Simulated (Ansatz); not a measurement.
**CH3NSi: search for lower mean-field states**

A script is to give a search for lower mean-field states; the system is CH3NSi. SMILES: N#C[SiH3].

Program: the Python package of Ansatz 0.2.0. Level of theory: Hartree-Fock/cc-pVDZ. These are calculated values, not measurements.

### 1 The structure

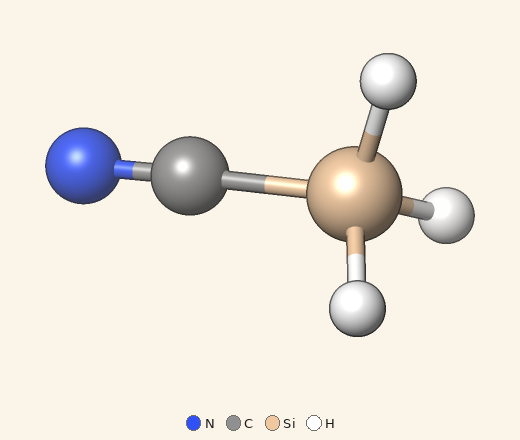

The structure that the script starts from, seen from a chosen angle (nitrogen blue, carbon grey, silicon light orange, hydrogen white).

No structure file is read: the coordinates are typed or built in the script.

### 2 Script

The input, states.py:

```python
'''Does a wider search find a lower mean-field state of CH3NSi?'''

import ansatz as az
import numpy as np

BASIS_SET = 'cc-pVDZ'
XC = 'hf'


def main() -> None:
    mol = (
        az.Crystal.molecule()
        .atom('N', (1.1632, -1.988, 1.1014))
        .atom('C', (0.5875, -1.0424, 0.5788))
        .atom('Si', (-0.2858, 0.4189, -0.2563))
        .atom('H', (-1.3701, -0.0007, -1.0297))
        .atom('H', (0.6653, 1.1158, -1.1977))
        .atom('H', (-0.718, 1.4324, 0.7573))
    )
    symbols = [site.symbol for site in mol.cartesian_sites]

    start = np.array([site.position_ang for site in mol.cartesian_sites])
    for factor in [1.0, 1.25, 1.6]:
        xyz = (start - start.mean(axis=0)) * factor
        scaled = az.Crystal.molecule()
        for symbol, place in zip(symbols, xyz):
            scaled = scaled.atom(symbol, place.tolist())
        calc = (
            scaled.calculation()
            .basis(gaussian=BASIS_SET)
            .functional(XC)
            .spin('collinear')
        )
        for search in ('off', 'standard'):
            try:
                report = calc.scf(lower_state_search=search).run(threads=1, pin='off').report
            except az.AnsatzError as error:
                print(f'x{factor} search {search}: {type(error).__name__}')
                continue
            state = report['mean_field']['state']
            print(f'all distances x{factor}, search {search:8s} E = {report["free_energy_ev"]:.5f} eV  <S^2> = {abs(state["spin_squared"]):.3f}  other states met: {len(report["mean_field"]["others"])}')


if __name__ == '__main__':
    main()
```

### 3 What the engine is handed

The engine receives this input (first run):

```yaml
crystal:
  periodic: [false, false, false]
  atoms:
    - { symbol: "N", position_ang: [1.1561833333333333, -1.9773333333333332, 1.1091] }
    - { symbol: C, position_ang: [0.5804833333333334, -1.0317333333333332, 0.5865] }
    - { symbol: Si, position_ang: [-0.29281666666666667, 0.42956666666666676, -0.24859999999999996] }
    - { symbol: H, position_ang: [-1.3771166666666668, 0.009966666666666789, -1.022] }
    - { symbol: H, position_ang: [0.6582833333333333, 1.1264666666666667, -1.19] }
    - { symbol: H, position_ang: [-0.7250166666666666, 1.4430666666666667, 0.765] }
basis:
  gaussian:
    orbitals: cc-pVDZ
hamiltonian:
  xc: hf
magnetization:
  spin_polarized: true
scf:
  lower_state_search: "off"
```

### 4 Launch

Started as:

```
python states.py
```

Log:

```text
all distances x1.0, search off      E = -10421.25854 eV  <S^2> = 0.000  other states met: 0
all distances x1.0, search standard E = -10421.31352 eV  <S^2> = 0.305  other states met: 1
all distances x1.25, search off      E = -10412.49323 eV  <S^2> = 0.000  other states met: 0
all distances x1.25, search standard E = -10414.91363 eV  <S^2> = 1.597  other states met: 5
all distances x1.6, search off      E = -10406.06831 eV  <S^2> = 3.389  other states met: 0
all distances x1.6, search standard E = -10407.54052 eV  <S^2> = 3.943  other states met: 10
```

It took 12 s on 1 thread of Arm Neoverse V2, shared host; peak memory 0.2 GiB.

### 5 What changed from run to run

The engine's inputs for some of the other runs:

Run 3, against run 1:

```diff
@@ -4,6 +4,6 @@
-    - { symbol: "N", position_ang: [1.1561833333333333, -1.9773333333333332, 1.1091] }
-    - { symbol: C, position_ang: [0.5804833333333334, -1.0317333333333332, 0.5865] }
-    - { symbol: Si, position_ang: [-0.29281666666666667, 0.42956666666666676, -0.24859999999999996] }
-    - { symbol: H, position_ang: [-1.3771166666666668, 0.009966666666666789, -1.022] }
-    - { symbol: H, position_ang: [0.6582833333333333, 1.1264666666666667, -1.19] }
-    - { symbol: H, position_ang: [-0.7250166666666666, 1.4430666666666667, 0.765] }
+    - { symbol: "N", position_ang: [1.4452291666666666, -2.4716666666666667, 1.386375] }
+    - { symbol: C, position_ang: [0.7256041666666667, -1.2896666666666665, 0.733125] }
+    - { symbol: Si, position_ang: [-0.36602083333333335, 0.5369583333333334, -0.31074999999999997] }
+    - { symbol: H, position_ang: [-1.7213958333333335, 0.012458333333333486, -1.2775] }
+    - { symbol: H, position_ang: [0.8228541666666667, 1.4080833333333334, -1.4874999999999998] }
+    - { symbol: H, position_ang: [-0.9062708333333334, 1.8038333333333334, 0.95625] }
```

Run 4, against run 1:

```diff
@@ -4,6 +4,6 @@
-    - { symbol: "N", position_ang: [1.1561833333333333, -1.9773333333333332, 1.1091] }
-    - { symbol: C, position_ang: [0.5804833333333334, -1.0317333333333332, 0.5865] }
-    - { symbol: Si, position_ang: [-0.29281666666666667, 0.42956666666666676, -0.24859999999999996] }
-    - { symbol: H, position_ang: [-1.3771166666666668, 0.009966666666666789, -1.022] }
-    - { symbol: H, position_ang: [0.6582833333333333, 1.1264666666666667, -1.19] }
-    - { symbol: H, position_ang: [-0.7250166666666666, 1.4430666666666667, 0.765] }
+    - { symbol: "N", position_ang: [1.4452291666666666, -2.4716666666666667, 1.386375] }
+    - { symbol: C, position_ang: [0.7256041666666667, -1.2896666666666665, 0.733125] }
+    - { symbol: Si, position_ang: [-0.36602083333333335, 0.5369583333333334, -0.31074999999999997] }
+    - { symbol: H, position_ang: [-1.7213958333333335, 0.012458333333333486, -1.2775] }
+    - { symbol: H, position_ang: [0.8228541666666667, 1.4080833333333334, -1.4874999999999998] }
+    - { symbol: H, position_ang: [-0.9062708333333334, 1.8038333333333334, 0.95625] }
@@ -18 +18 @@
-  lower_state_search: "off"
+  lower_state_search: standard
```

Run 6, against run 1:

```diff
@@ -4,6 +4,6 @@
-    - { symbol: "N", position_ang: [1.1561833333333333, -1.9773333333333332, 1.1091] }
-    - { symbol: C, position_ang: [0.5804833333333334, -1.0317333333333332, 0.5865] }
-    - { symbol: Si, position_ang: [-0.29281666666666667, 0.42956666666666676, -0.24859999999999996] }
-    - { symbol: H, position_ang: [-1.3771166666666668, 0.009966666666666789, -1.022] }
-    - { symbol: H, position_ang: [0.6582833333333333, 1.1264666666666667, -1.19] }
-    - { symbol: H, position_ang: [-0.7250166666666666, 1.4430666666666667, 0.765] }
+    - { symbol: "N", position_ang: [1.8498933333333334, -3.163733333333333, 1.7745600000000001] }
+    - { symbol: C, position_ang: [0.9287733333333335, -1.6507733333333332, 0.9384000000000001] }
+    - { symbol: Si, position_ang: [-0.4685066666666667, 0.6873066666666668, -0.39775999999999995] }
+    - { symbol: H, position_ang: [-2.203386666666667, 0.015946666666666862, -1.6352000000000002] }
+    - { symbol: H, position_ang: [1.0532533333333334, 1.8023466666666668, -1.904] }
+    - { symbol: H, position_ang: [-1.1600266666666668, 2.3089066666666667, 1.2240000000000002] }
@@ -18 +18 @@
-  lower_state_search: "off"
+  lower_state_search: standard
```

### 6 The runs side by side

From the records of these 6 runs:

| run | search | energy from run 2 (eV) | <S²> | SCF cycles | CPU time (s) |
| --- | --- | --- | --- | --- | --- |
| 1 | off | 0.0550 | 0.00 | 14 | 0.31 |
| 2 | standard | 0.0000 | 0.30 | 48 | 0.8 |
| 3 | off | 8.8203 | 0.00 | 12 | 0.31 |
| 4 | standard | 6.3999 | 1.60 | 163 | 2.7 |
| 5 | off | 15.2452 | 3.39 | 44 | 0.86 |
| 6 | standard | 13.7730 | 3.94 | 514 | 6.3 |

### 7 What came out

| quantity | value |
| --- | --- |
| lower state found by the search | 0.055 eV lower at distances × 1.0; 2.420 eV lower at distances × 1.25; 1.472 eV lower at distances × 1.6 |
| runs compared | 6 |

In words: Where bonds are stretched, a single start can end above the lowest mean-field state, which breaks spin symmetry. The dearest, run 6, took some 20 times as long as run 1. What to keep in mind:
- The count of other states can hold repeated and symmetry-equivalent ends of the search; scaling all distances is a test, and for more than two atoms no physical path.
- The geometry comes from a force field and isn't relaxed at this level.
